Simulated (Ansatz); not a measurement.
Consider GaSb in the zinc blende structure (space group F-43m, No. 216; a = 6.214 Å).

It is then changed as follows: the cell is scaled by 0.9457 in all directions, atoms relaxed at fixed cell.

All numbers come from DFT with PBE, PAW potentials and a 420 eV plane-wave cutoff in Ansatz (a program for electronic structure), no spin-orbit coupling, earlier PAW set.

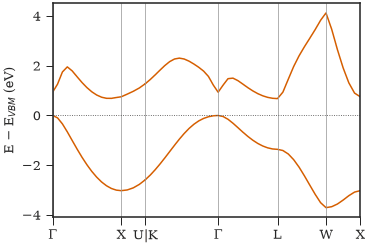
Figure: Highest valence and lowest conduction band along the path of the changed cell's own zone

The gap is 0.68 eV, indirect, Γ → L; the base has zero.

Spin-orbit coupling, missing from the scalar runs, can matter with Sb. The cells carry an imposed strain or load. Stability against distortions was not tested. All final runs are without spin polarisation. The zero or small gap of GaSb can change with the level of theory.
